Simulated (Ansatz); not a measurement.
Ga2S3

```xyz
5

Ga    0.1786   -1.6598   -0.0540
Ga    0.2697    1.6469    0.0712
S    -0.9758    3.2434    0.0811
S     1.6801   -0.0487    0.0641
S    -1.1525   -3.1818   -0.1623
```

Geometry: B3LYP-D4/def2-SVP; not at a stationary point (largest force 0.5 eV/Å).

Theory: Ansatz 0.2.0, RKS PBE0-D4/def2-TZVP.

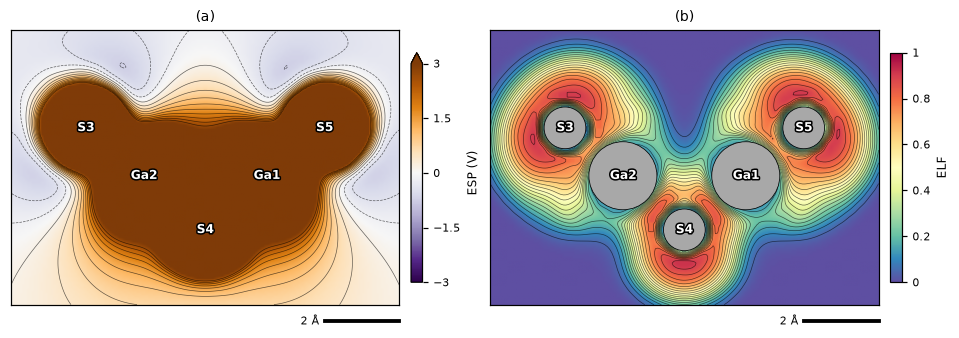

Figure 1. (a) electrostatic potential; (b) electron localisation function on the molecular plane. Grey discs cover the atomic cores in the ELF map.

Q: Interpret the plot.

A: The plane passes through Ga and S nuclei. Ga–S (2.02 Å): the ELF peaks at about 0.70 in the valence shell of S, 0.9 Å from its nucleus, and is about 0.55 at the midpoint. Ga–S (2.21 Å): the ELF peaks at about 0.85 in the valence shell of S, 0.9 Å from its nucleus, and is about 0.70 at the midpoint. The ELF also peaks beside S4, S3 and S5, away from the bonds: lone-pair regions. Outside the dense part of the molecule the potential is most negative (−0.7 V) near S3 and S5.

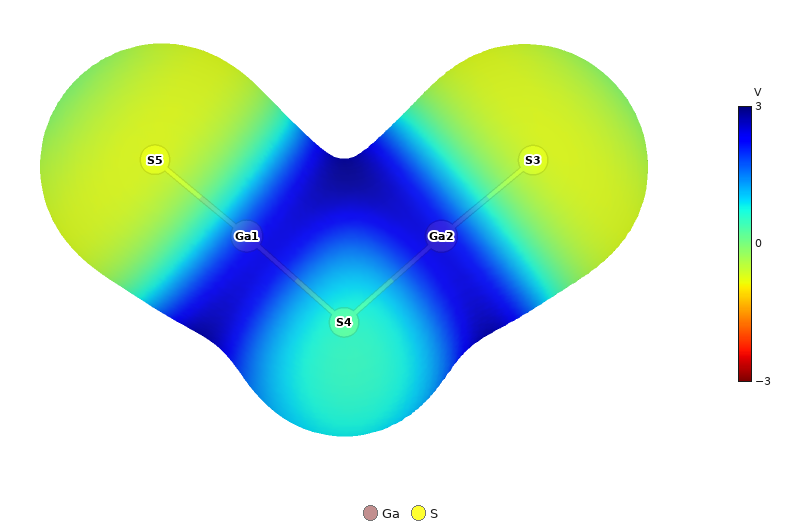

Figure 2. The molecular electrostatic potential painted on the density surface at 0.002 e/bohr³, seen across its widest extent; the colour scale runs from red (negative) to blue (positive).

Q: Describe the electrostatic potential map.

A: The most negative region (about −0.7 V) lies over S3 and S5, the most positive (about +2.8 V) over Ga1 and Ga2.

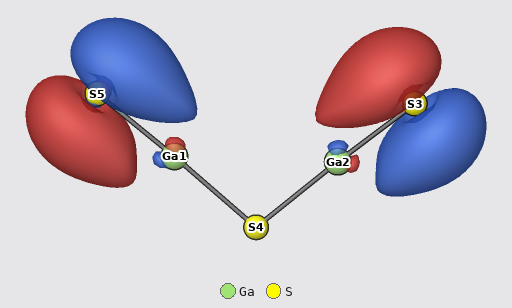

Figure 3. The HOMO−1 at ±0.1 Å⁻³ᐟ² (blue and red are the two phases), seen at a tilt.

Q: Where does this orbital lie, and at what energy?

A: Its weight (Hirshfeld) is mainly on S3 (about 40 %), S5 (about 40 %), Ga2 (about 10 %) and Ga1 (about 10 %); it is symmetric in the molecular plane (an in-plane orbital: σ, lone-pair or in-plane π type); largely a combination of lone pairs on S3 and S5. Its energy is −7.55 eV.
